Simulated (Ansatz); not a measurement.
Take Sn in the diamond structure (space group Fd-3m, No. 227; a = 6.474 Å; relaxed with 0.1 eV smearing) as the base.

Structures relaxed with LDA (Ansatz, a first-principles code), without spin-orbit coupling.

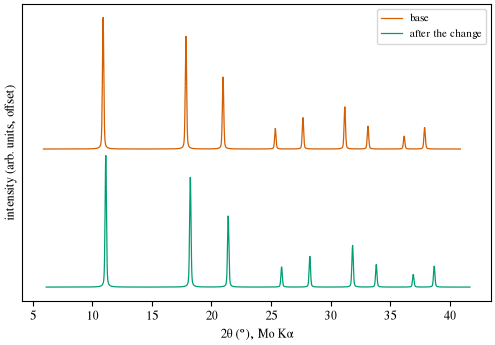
Figure. Simulated powder patterns before (top) and after one change

Task: Which of these changes matches the shifts?
(A) isotropic strain +3.00 %
(B) isotropic strain +2.00 %
(C) isotropic strain −2.00 %
(D) isotropic strain +1.50 %

Result: C, isotropic strain −2.00 %. Its volume per atom is 31.93 Å³ against 33.93 Å³, and its space group is Fd-3m (No. 227).

Whether these cells are dynamically stable was not tested.
